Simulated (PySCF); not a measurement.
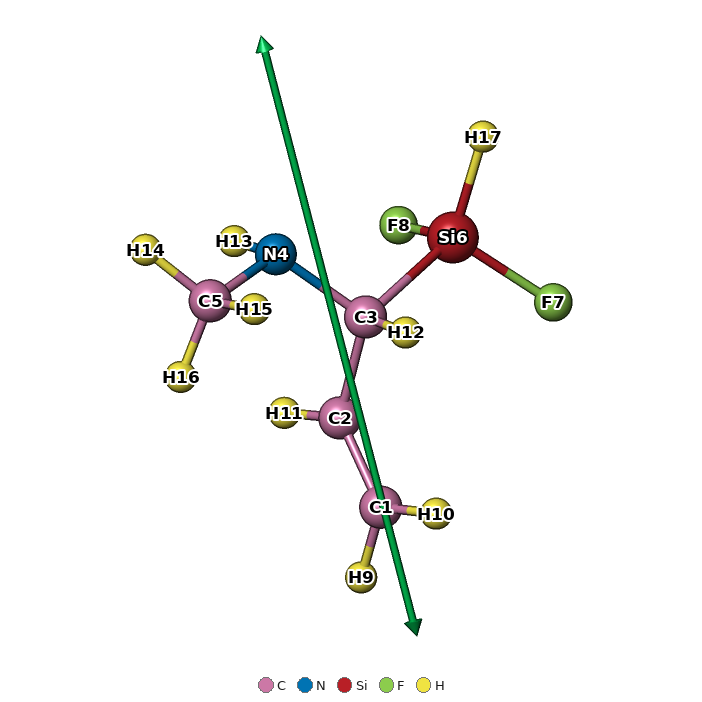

The double arrow shows the direction of the transition dipole to excited singlet state 4 (its length means nothing). The computed structure is the end point of a GFN2-xTB optimisation. No frequency run is at hand to confirm it as a minimum. Level of theory: TDDFT B3LYP/def2-SVPD, vertical, gas phase, core orbitals frozen in the response (PySCF 2.14.0).

Give its energy, strength and character.

6.61 eV (187 nm), oscillator strength 0.025, mainly HOMO → LUMO+3 (weight 0.61); transition dipole 1.00 D.

The geometry is semi-empirical. Around Si such bond lengths and angles can be off by a tenth of an ångström or more and by several degrees, and values that hang on the shape move with them.
